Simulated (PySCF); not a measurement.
**B$_{2}$F$_{4}$H$_{2}$ ((F2B-mu-H)2): density, localisation and related maps**

Input

```
{"job": {"kind": "nmr", "xc": "PBE0", "basis": "pcSseg-1"}, "charge": 0, "multiplicity": 1}
B     -0.545344    -0.161842     0.677230
F     -1.254251    -1.286021     0.714799
F     -0.656038     0.743917     1.643609
H      0.769227    -0.469722     0.503474
B      0.579895     0.140821    -0.698009
F      0.688467    -0.763913    -1.665715
F      1.290872     1.263760    -0.734292
H     -0.734598     0.447340    -0.524807
```

Command:

```sh
OMP_NUM_THREADS=1 python probes_run.py task.json out
```

Geometry: PBE0-D3(BJ)/def2-SVP.

All numbers below come from PBE0/pcSseg-1, SCF density, gas phase, non-relativistic in PySCF.

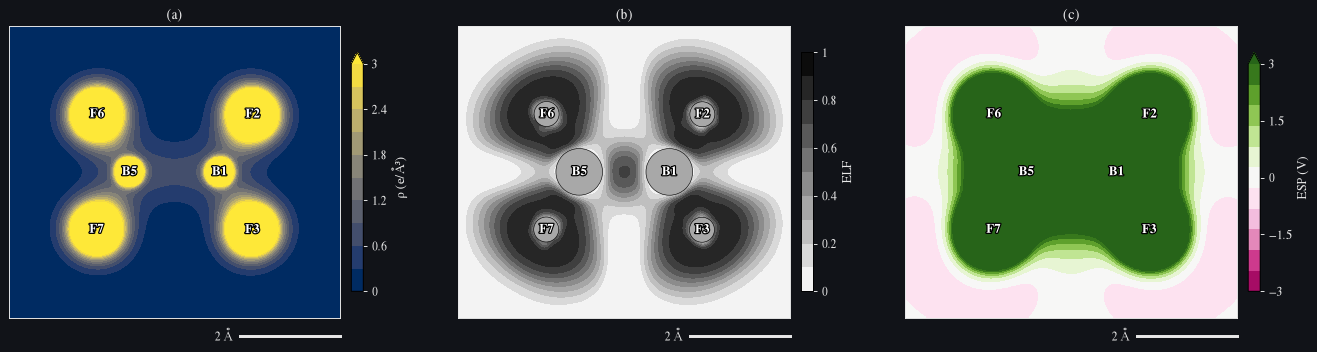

Figure 1. (a) electron density; (b) ELF; (c) electrostatic potential on the plane of atoms F6, B5 and F7. Grey discs cover the atomic cores in the ELF map.

### What does the map show?

- The section cuts through B and F sites.
- B–F (1.33 Å): ρ is about 2.2 e/Å³ halfway; the ELF peaks at about 0.85 between the atoms; a shared but strongly polarised pair.
- B–B (1.80 Å): ρ is about 0.72 e/Å³ halfway; the ELF peaks at about 0.70 between the atoms.
- The ELF also peaks beside F3, F7, F6 and F2, away from the bonds: lone-pair regions.
- Outside the dense part of the molecule the potential is most negative (−0.6 V) near F2, F3, F6 and F7.

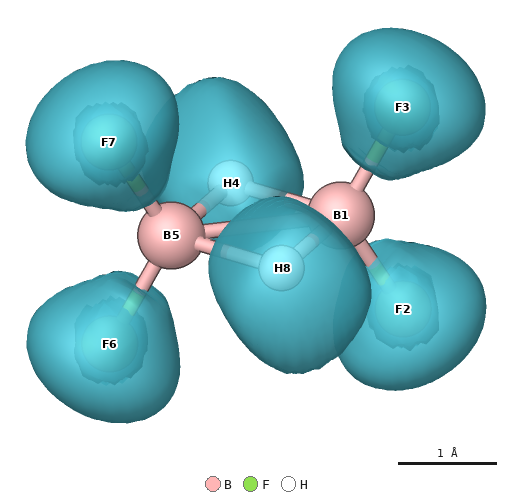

Figure 2. Isosurface of the electron localisation function at 0.75 (cyan), seen at a tilt. Core shells and regions of very low density are left out.

### Where are the electrons localised?

The surface consists of two regions around hydrogen nuclei and four regions on F in which the atom's valence shell and bonds are merged.

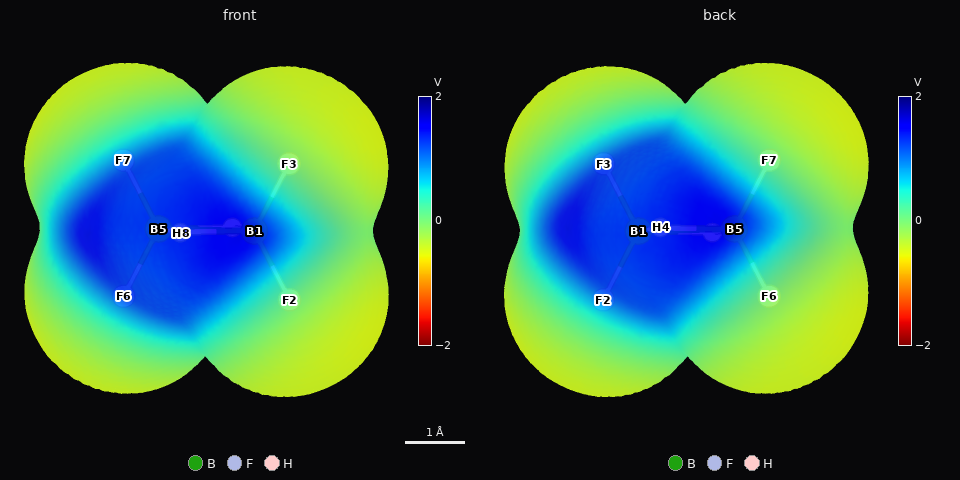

Figure 3. The molecular electrostatic potential painted on the density surface at 0.001 e/bohr³, seen from the front and from behind; the colour scale runs from red (negative) to blue (positive).

### Which sites attract a positive test charge, and which a negative one?

A positive charge is drawn to the negative regions and a negative charge to the positive ones. The most negative region (about −0.5 V) lies over F2, F3, F6 and F7, the most positive (about +1.6 V) over B1 and B5.

### What dipole moment does the calculation give?

Its dipole moment is zero.
